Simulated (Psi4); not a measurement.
# BH2Cl (SMILES [H]B([H])Cl) at M06-2X/6-31G(d) (Cholesky decomposition, spherical functions, cholesky tolerance 0.001, sweep point 6)

What is the vertical ionisation energy of BH2Cl at M06-2X/6-31G* (Cholesky decomposition, spherical functions, cholesky tolerance 0.001, sweep point 6)? 

Program for the calculation: Psi4 1.11.

2 further runs of the same task are left out: 2 set aside as unsound or not needed.

**1. Starting point**

BH2Cl has 4 atoms, charge 0, and is taken as a singlet. As SMILES, `[H]B([H])Cl`. Geometry: relaxed at GFN2-xTB.

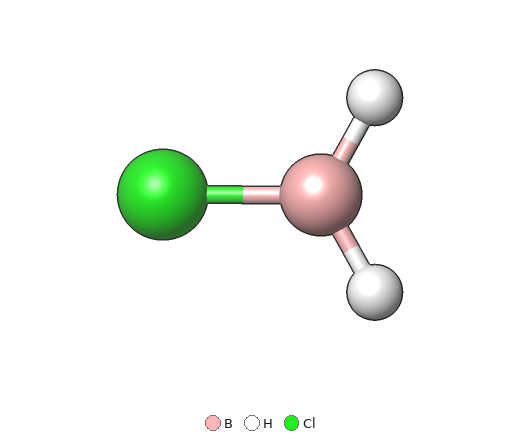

The structure, seen from a chosen angle (boron pink, hydrogen white, chlorine green).

**2. A single-point energy at M06-2X/6-31G(d) (Cholesky decomposition, spherical functions, cholesky tolerance 0.001, sweep point 6)**

Input file bclh2.inp:

```
memory 1600 mb

molecule m {
  0 1
  B      0.069310     0.114420    -0.000410
  H      1.240090     0.070720     0.015540
  H     -0.512130     1.131590    -0.018950
  Cl    -0.797280    -1.316740     0.003830
  symmetry c1
}

set basis 6-31G*
set puream true
set scf_type cd
set dft_radial_points 99
set dft_spherical_points 590
set cholesky_tolerance 0.001

E, wfn = energy("m06-2x", return_wfn=True)
```

Started as:

```bash
$ psi4 bclh2.inp bclh2.out -n 1
```

bclh2.out:

```text
[...]
  Running in c1 symmetry.
[...]
  Nuclear repulsion =   38.958045577157094
[...]
  Multiplicity = 1
[...]
  Nalpha       = 12
  Nbeta        = 12
[...]
    Number of basis functions: 36
[...]
   @RKS iter   1:  -486.19512344188371   -2.79924e-01   3.64639e-03 ADIIS/DIIS
[...]
   @RKS iter   7:  -486.20875840193702   -3.53706e-08   8.23441e-07 DIIS
[...]
    Orbital Energies [Eh]
    ---------------------
    Doubly Occupied:
       1A   -102.653952     2A     -9.820404     3A     -7.540519
       4A     -7.538475     5A     -7.535703     6A     -7.090054
       7A     -0.956978     8A     -0.597673     9A     -0.480936
      10A     -0.467332    11A     -0.427479    12A     -0.361491
[...]
  @RKS Final Energy:  -486.20875840193702
   => Energetics <=
    Nuclear Repulsion Energy =             38.9580455771570939
    One-Electron Energy =                -746.7035391301460550
    Two-Electron Energy =                 237.2174902820079012
    DFT Exchange-Correlation Energy =     -15.6807551309559532
    Empirical Dispersion Energy =           0.0000000000000000
    VV10 Nonlocal Energy =                  0.0000000000000000
    Total Energy =                       -486.2087584019369615
[...]
 Multipole Moments:
 ------------------------------------------------------------------------------------
     Multipole            Electronic (a.u.)      Nuclear  (a.u.)        Total (a.u.)
 ------------------------------------------------------------------------------------
 L = 1.  Multiply by 2.5417464519 to convert [e a0] to [Debye]
 Dipole X            :         -1.2310394            1.3494151            0.1183757
 Dipole Y            :         -2.0342127            2.2287107            0.1944981
 Dipole Z            :          0.0056915           -0.0063272           -0.0006357
 Magnitude           :                                                    0.2276900
[...]
```

Run time: 4.5 s. Hardware: 1 thread of AMD EPYC 9R45 (Zen 5), shared host; peak memory 0.75 GiB.

**3. The doublet cation**

Input file calc.dat:

```
memory 1.6 GB

molecule system {
  1 2
  B      0.069310     0.114420    -0.000410
  H      1.240090     0.070720     0.015540
  H     -0.512130     1.131590    -0.018950
  Cl    -0.797280    -1.316740     0.003830
  symmetry c1
}

set reference uks
set puream true
set scf_type cd
set dft_radial_points 99
set dft_spherical_points 590
set cholesky_tolerance 0.001
set maxiter 150

E, wfn = energy("m06-2x/6-31G*", return_wfn=True)
```

Started as:

```bash
$ psi4 -i calc.dat -o calc.out -n 1
```

calc.out:

```text
[...]
  Running in c1 symmetry.
[...]
  Nuclear repulsion =   38.958045577157094
[...]
  Multiplicity = 2
[...]
  Nalpha       = 12
  Nbeta        = 11
[...]
    Number of basis functions: 36
[...]
   @UKS iter   1:  -485.77114002827278    1.44060e-01   3.72032e-03 DIIS/ADIIS
[...]
   @UKS iter   9:  -485.78614470537246   -2.86532e-08   4.94491e-07 DIIS
[...]
   @S^2 Observed:                7.555793714E-01
[...]
    Orbital Energies [Eh]
    ---------------------
    Alpha Occupied:
       1A   -103.014456     2A    -10.173742     3A     -7.901769
       4A     -7.891473     5A     -7.888933     6A     -7.395680
       7A     -1.293663     8A     -0.909036     9A     -0.805795
      10A     -0.778799    11A     -0.739818    12A     -0.692720
    Alpha Virtual:
      13A     -0.286978    14A     -0.106764    15A     -0.034777
      16A     -0.020769    17A      0.091888    18A      0.174257
      19A      0.175043    20A      0.197618    21A      0.236974
      22A      0.252624    23A      0.274306    24A      0.462459
      25A      0.515993    26A      0.561849    27A      0.568585
[...]
  @UKS Final Energy:  -485.78614470537246
   => Energetics <=
    Nuclear Repulsion Energy =             38.9580455771570939
    One-Electron Energy =                -738.8719975007793437
    Two-Electron Energy =                 229.6275358075393740
    DFT Exchange-Correlation Energy =     -15.4997285892896635
    Empirical Dispersion Energy =           0.0000000000000000
    VV10 Nonlocal Energy =                  0.0000000000000000
    Total Energy =                       -485.7861447053724646
[...]
 Multipole Moments:
 ------------------------------------------------------------------------------------
     Multipole            Electronic (a.u.)      Nuclear  (a.u.)        Total (a.u.)
 ------------------------------------------------------------------------------------
 L = 1.  Multiply by 2.5417464519 to convert [e a0] to [Debye]
 Dipole X            :         -0.7971589            1.3494151            0.5522562
 Dipole Y            :         -1.3166648            2.2287107            0.9120459
 Dipole Z            :          0.0036265           -0.0063272           -0.0027008
 Magnitude           :                                                    1.0662186
[...]
```

It took 6.9 s on 1 thread of AMD EPYC 9R45 (Zen 5), shared host; peak memory 0.75 GiB.

**4. Summary of results**

Level: M06-2X/6-31G* (Cholesky decomposition, spherical functions, cholesky tolerance 0.001, sweep point 6).

```
                                          quantity          value
                       singlet BH2Cl: total energy  -486.20876 Eh
                      singlet BH2Cl: dipole moment         0.58 D
                        singlet BH2Cl: HOMO energy       -9.84 eV
                        singlet BH2Cl: LUMO energy       -0.40 eV
                      singlet BH2Cl: HOMO–LUMO gap        9.44 eV
                      doublet cation: total energy  -485.78614 Eh
doublet cation: HOMO energy (highest over α and β)      -18.85 eV
 doublet cation: LUMO energy (lowest over α and β)      -13.23 eV
                              doublet cation: ⟨S²⟩          0.756
vertical ionisation energy (to the doublet cation)      11.500 eV
```

Removing an electron at fixed nuclei costs 11.50 eV (1110 kJ/mol). −ε(HOMO) before ionisation, 9.84 eV, is 1.66 eV below this ionisation energy.
